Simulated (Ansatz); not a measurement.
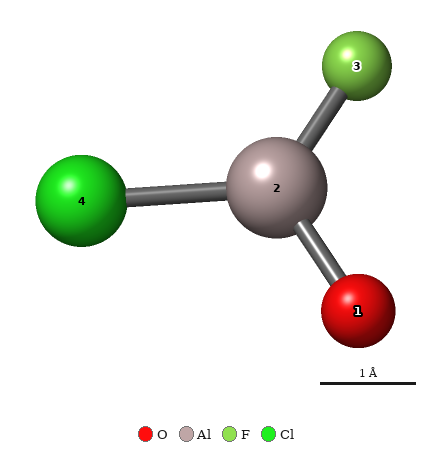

Fig. 1: The structure as given in the input (ball-and-stick view, seen at a tilt; atoms are numbered from 1 in the order of the input). Sticks mark near contacts.

## Geometry relaxation of AlClOF

The run: geometry relaxation of AlClOF, multiplicity 2. Method and program: MP2/6-31G*, UHF (Ansatz 0.2.0).

The geometry comes from this level: PBE0-D4/def2-TZVP. Figures and captions count atoms from 1; the log counts them from 0 in places.

### Log
```
The last accepted step is kept in runs//last_step.txt (removed where the run ends without a failure and the disk answers)
Functional definition: HF
  name "HF"
  exchange = exact_x
  correlation = 0
these checks for a lower state are left out or cut short: cluster_reference
627 factors; integrals over basis functions are off by at most 2.7e-4 eV
mean field evaluation 1: about -23823.5625 eV, gradient 3.5e1 eV
mean field evaluation 2: about -23823.5917 eV, gradient 3.5e1 eV
mean field evaluation 4: about -23831.9433 eV, gradient 7.4e0 eV
mean field evaluation 8: about -23832.7094 eV, gradient 6.7e-1 eV
mean field evaluation 16: about -23832.7431 eV, gradient 5.0e-4 eV
mean field evaluation 32: about -23832.7402 eV, gradient 6.4e-2 eV
mean field evaluation 64: about -23832.7069 eV, gradient 1.6e0 eV
mean field evaluation 96: about -23832.7431 eV, gradient 3.2e-4 eV
mean field -23832.74309751 eV, -875.8371544200 hartree, gradient 5.2e-6 eV, S^2 0.756089; 7 other end points of the search recorded, 0 dependent functions left out
12 core orbitals not correlated: weight in the atoms' cores, before any rotation towards them, 1.000 or more for the frozen orbitals, at most 0.000 for the correlated occupied ones
reference -23832.74309751 eV, -875.8371544200 hartree; 12, 11 occupied and 44, 45 virtual orbitals, 627 factors
second order -13.22121592 eV of doubles, -0.00000000 eV of singles
the calculation of the forces begins
relax step   1: F+E_penalty+E_count = -23845.96431343 eV  Δ(F+E_penalty+E_count) = +0.000e0 eV  max|allowed force component| = 4.950e-1 eV/Å  Δτ_max = 0.0000 Å  (277 SCF iters, accepted)
these checks for a lower state are left out or cut short: starts, cluster_reference, orbital_swaps, neighbouring_geometries, increment
627 factors; integrals over basis functions are off by at most 2.7e-4 eV
mean field -23832.73906081 eV, -875.8370060741 hartree, gradient 5.2e-6 eV, S^2 0.756200; 0 other end points of the search recorded, 0 dependent functions left out
12 core orbitals not correlated: weight in the atoms' cores, before any rotation towards them, 1.000 or more for the frozen orbitals, at most 0.000 for the correlated occupied ones
reference -23832.73906081 eV, -875.8370060741 hartree; 12, 11 occupied and 44, 45 virtual orbitals, 627 factors
second order -13.23388399 eV of doubles, -0.00000000 eV of singles
the calculation of the forces begins
relax step   2: F+E_penalty+E_count = -23845.97294481 eV  Δ(F+E_penalty+E_count) = -8.631e-3 eV  max|allowed force component| = 2.648e-1 eV/Å  Δτ_max = 0.0114 Å  (48 SCF iters, accepted)
these checks for a lower state are left out or cut short: starts, cluster_reference, orbital_swaps, neighbouring_geometries, increment
627 factors; integrals over basis functions are off by at most 2.7e-4 eV
mean field -23832.72777842 eV, -875.8365914540 hartree, gradient 5.5e-6 eV, S^2 0.756322; 0 other end points of the search recorded, 0 dependent functions left out
12 core orbitals not correlated: weight in the atoms' cores, before any rotation towards them, 1.000 or more for the frozen orbitals, at most 0.000 for the correlated occupied ones
reference -23832.72777842 eV, -875.8365914540 hartree; 12, 11 occupied and 44, 45 virtual orbitals, 627 factors
second order -13.24840268 eV of doubles, -0.00000000 eV of singles
the calculation of the forces begins
relax step   3: F+E_penalty+E_count = -23845.97618111 eV  Δ(F+E_penalty+E_count) = -3.236e-3 eV  max|allowed force component| = 1.041e-2 eV/Å  Δτ_max = 0.0111 Å  (55 SCF iters, accepted)
these checks for a lower state are left out or cut short: starts, cluster_reference, orbital_swaps, neighbouring_geometries, increment
627 factors; integrals over basis functions are off by at most 2.7e-4 eV
mean field -23832.72735736 eV, -875.8365759803 hartree, gradient 2.5e-6 eV, S^2 0.756325; 0 other end points of the search recorded, 0 dependent functions left out
12 core orbitals not correlated: weight in the atoms' cores, before any rotation towards them, 1.000 or more for the frozen orbitals, at most 0.000 for the correlated occupied ones
reference -23832.72735736 eV, -875.8365759803 hartree; 12, 11 occupied and 44, 45 virtual orbitals, 627 factors
second order -13.24883574 eV of doubles, -0.00000000 eV of singles
the calculation of the forces begins
mean field evaluation 128: about -23832.6829 eV, gradient 1.8e-1 eV
relax step   4: F+E_penalty+E_count = -23845.97619311 eV  Δ(F+E_penalty+E_count) = -1.200e-5 eV  max|allowed force component| = 4.297e-3 eV/Å  Δτ_max = 0.0007 Å  (52 SCF iters, accepted)
these checks for a lower state are left out or cut short: starts, cluster_reference, orbital_swaps, neighbouring_geometries, increment
627 factors; integrals over basis functions are off by at most 2.7e-4 eV
mean field -23832.72730439 eV, -875.8365740337 hartree, gradient 1.9e-6 eV, S^2 0.756326; 0 other end points of the search recorded, 0 dependent functions left out
12 core orbitals not correlated: weight in the atoms' cores, before any rotation towards them, 1.000 or more for the frozen orbitals, at most 0.000 for the correlated occupied ones
reference -23832.72730439 eV, -875.8365740337 hartree; 12, 11 occupied and 44, 45 virtual orbitals, 627 factors
second order -13.24889010 eV of doubles, -0.00000000 eV of singles
the calculation of the forces begins
relax step   5: F+E_penalty+E_count = -23845.97619449 eV  Δ(F+E_penalty+E_count) = -1.385e-6 eV  max|allowed force component| = 6.361e-3 eV/Å  Δτ_max = 0.0013 Å  (54 SCF iters, accepted)
these checks for a lower state are left out or cut short: starts, cluster_reference, orbital_swaps, neighbouring_geometries, increment
627 factors; integrals over basis functions are off by at most 2.7e-4 eV
mean field -23832.72739258 eV, -875.8365772746 hartree, gradient 1.4e-6 eV, S^2 0.756325; 0 other end points of the search recorded, 0 dependent functions left out
12 core orbitals not correlated: weight in the atoms' cores, before any rotation towards them, 1.000 or more for the frozen orbitals, at most 0.000 for the correlated occupied ones
reference -23832.72739258 eV, -875.8365772746 hartree; 12, 11 occupied and 44, 45 virtual orbitals, 627 factors
second order -13.24880598 eV of doubles, -0.00000000 eV of singles
the calculation of the forces begins
relax step   6: F+E_penalty+E_count = -23845.97619857 eV  Δ(F+E_penalty+E_count) = -4.076e-6 eV  max|allowed force component| = 1.892e-3 eV/Å  Δτ_max = 0.0009 Å  (54 SCF iters, accepted)
these checks for a lower state are left out or cut short: cluster_reference
627 factors; integrals over basis functions are off by at most 2.7e-4 eV
mean field evaluation 160: about -23832.7274 eV, gradient 5.7e-2 eV
mean field evaluation 192: about -23832.7183 eV, gradient 2.0e-1 eV
mean field evaluation 224: about -23832.7274 eV, gradient 2.7e-4 eV
```

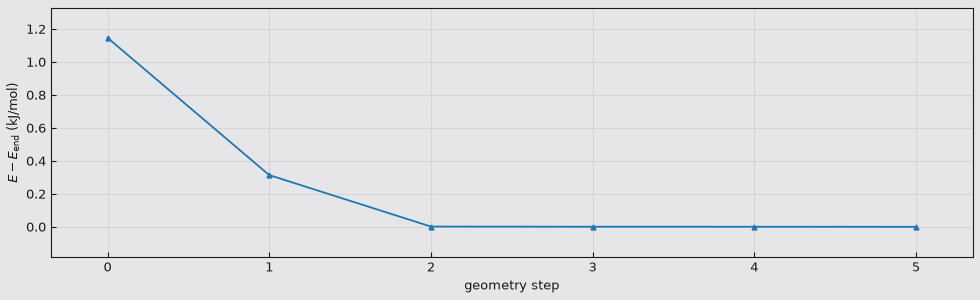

Fig. 2: Progress of the relaxation, step by step (the first geometry is step 0 here and step 1 in the log).

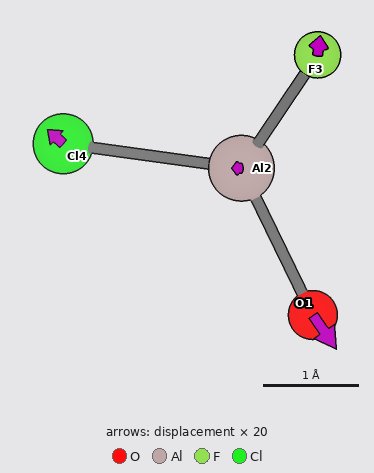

Fig. 3: The starting structure with the displacements as pink arrows, magnified 20 times (ball-and-stick view, seen at a tilt). The two geometries are laid on each other by the best rigid fit. After 5 geometry steps the energy has fallen by 1.15 kJ/mol. Largest force component: 0.49 eV/Å at the start, 0.0019 eV/Å at the end. The largest move after the best rigid fit is that of O1, 0.023 Å. Largest moves by element: O 0.023 Å, Cl 0.012 Å, F 0.012 Å, Al 0.006 Å. Distances before and after: O1–Al2 1.724 → 1.749 Å, Al2–F3 1.632 → 1.647 Å. (Atoms are counted from 1 in the order of the input.)

```
mean field -23832.72739258 eV, -875.8365772746 hartree, gradient 1.4e-6 eV, S^2 0.756325; 6 other end points of the search recorded, 0 dependent functions left out
12 core orbitals not correlated: weight in the atoms' cores, before any rotation towards them, 1.000 or more for the frozen orbitals, at most 0.000 for the correlated occupied ones
reference -23832.72739258 eV, -875.8365772746 hartree; 12, 11 occupied and 44, 45 virtual orbitals, 627 factors
second order -13.24880598 eV of doubles, -0.00000000 eV of singles
the calculation of the forces begins
Total energy: -23845.97619857 eV, -876.3234619142 hartree
Atom 0 at     1.007037     0.597028     1.311814 Å, force     0.000337     0.000639     0.000563 eV/Å
Atom 1 at     0.058141    -0.090939     0.014207 Å, force    -0.000446    -0.001892    -0.001064 eV/Å
Atom 2 at     0.276202    -1.681054    -0.354734 Å, force     0.000020     0.000887     0.000307 eV/Å
Atom 3 at    -1.285780     1.114665    -0.991587 Å, force     0.000089     0.000366     0.000194 eV/Å
Dipole moment:    -0.045456    -0.019606    -0.057107 e Å
Checks for a lower state left out: cluster_reference
```

### Trajectory as extended XYZ (Å, eV, eV/Å), 6 frames, from step=1 to step=6
```
4
Properties=species:S:1:pos:R:3:forces:R:3 step=1 energy=-23845.96431
O     0.9933    0.5917    1.2948    0.3634   0.2566   0.4943
Al    0.0619   -0.0952    0.0167   -0.3693   0.1947  -0.3285
F     0.2781   -1.6712   -0.3489    0.0658  -0.4950  -0.1171
Cl   -1.2777    1.1144   -0.9829   -0.0599   0.0437  -0.0487
4
Properties=species:S:1:pos:R:3:forces:R:3 step=2 energy=-23845.97295
O     1.0001    0.5948    1.3034    0.1852   0.1274   0.2507
Al    0.0611   -0.0941    0.0162   -0.2279   0.1470  -0.1926
F     0.2770   -1.6763   -0.3521    0.0372  -0.2648  -0.0605
Cl   -1.2825    1.1153   -0.9878    0.0055  -0.0096   0.0024
4
Properties=species:S:1:pos:R:3:forces:R:3 step=3 energy=-23845.97618
O     1.0064    0.5985    1.3118    0.0068  -0.0014   0.0066
Al    0.0589   -0.0916    0.0147   -0.0104   0.0077  -0.0078
F     0.2752   -1.6813   -0.3559    0.0058  -0.0092   0.0026
Cl   -1.2849    1.1141   -0.9909   -0.0021   0.0028  -0.0014
4
Properties=species:S:1:pos:R:3:forces:R:3 step=4 energy=-23845.97619
O     1.0067    0.5981    1.3118    0.0008  -0.0033   0.0004
Al    0.0584   -0.0915    0.0146   -0.0033   0.0037  -0.0043
F     0.2757   -1.6814   -0.3555    0.0021   0.0000   0.0031
Cl   -1.2853    1.1145   -0.9912    0.0003  -0.0005   0.0008
4
Properties=species:S:1:pos:R:3:forces:R:3 step=5 energy=-23845.97619
O     1.0065    0.5973    1.3118    0.0013  -0.0006  -0.0016
Al    0.0587   -0.0910    0.0135   -0.0007  -0.0034   0.0064
F     0.2760   -1.6814   -0.3545    0.0013   0.0016  -0.0011
Cl   -1.2857    1.1148   -0.9911   -0.0019   0.0024  -0.0037
4
Properties=species:S:1:pos:R:3:forces:R:3 step=6 energy=-23845.97620
O     1.0070    0.5970    1.3118    0.0003   0.0006   0.0006
Al    0.0581   -0.0909    0.0142   -0.0004  -0.0019  -0.0011
F     0.2762   -1.6811   -0.3547    0.0000   0.0009   0.0003
Cl   -1.2858    1.1147   -0.9916    0.0001   0.0004   0.0002
```

The run was set up as follows.

### Input
```yaml
basis:
  gaussian: {orbitals: "6-31G*"}
crystal:
  periodic: [false, false, false]
  atoms:
    - {symbol: O, position_ang: [0.993300, 0.591700, 1.294800]}
    - {symbol: Al, position_ang: [0.061900, -0.095200, 0.016700]}
    - {symbol: F, position_ang: [0.278100, -1.671200, -0.348900]}
    - {symbol: Cl, position_ang: [-1.277700, 1.114400, -0.982900]}
magnetization: {spin_polarized: true, initial_magnetization: 1}
correlation: {method: mp2}
relax: {f_tol: 0.002}
output: {orbitals: {seedname: orbitals}}
```

Launch command:
```bash
ansatz run input.yaml --threads 1 --pin off --max-ram 3480MiB --events-out events.jsonl --progress --plain --runs-dir runs
```

### Key numbers

- outcome: converged
- total energy: −876.323462 hartree
- SCF energy: −875.836577 hartree
- MP2 energy: −876.323462 hartree
- correlation energy: −0.486885 hartree
- basis functions: 68
- largest force: 0.002 eV/Å
- ⟨S²⟩: 0.756
- SCF solution under orbital rotations: stable
- HOMO of the SCF reference (either spin): −13.40 eV
- LUMO of the SCF reference (either spin): 1.42 eV
- hardware: 1 thread of Arm Neoverse V2, 112 GiB of memory available, shared host
- wall time: 22 s
- peak memory: 0.18 GiB
